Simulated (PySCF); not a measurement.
```yaml
atoms:
  - { symbol: B, position_ang: [-0.6806, 0.0279, -0.0178] }
  - { symbol: N, position_ang: [0.7056, -0.0279, 0.0031] }
  - { symbol: H, position_ang: [-1.3115, -1.0048, -0.0238] }
  - { symbol: H, position_ang: [-1.2264, 1.1080, -0.0293] }
  - { symbol: H, position_ang: [1.2933, 0.7957, 0.0091] }
  - { symbol: H, position_ang: [1.2253, -0.8960, 0.0135] }
```

Geometry: PBE0-D3(BJ)/def2-SVP.

Theory: DFT single point, gas phase, functional wB97X (PySCF).

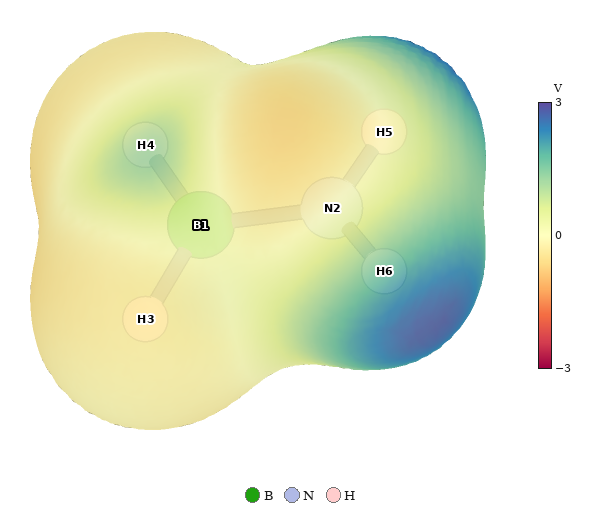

BH4N (SMILES BN). The electrostatic potential painted on the density surface at 0.004 e/bohr³, seen at a tilt; red is negative and blue positive.

Question: Where is the surface potential most negative and most positive?

Answer: The most negative region (about −0.7 V) lies over N2, the most positive (about +2.8 V) over H5 and H6.
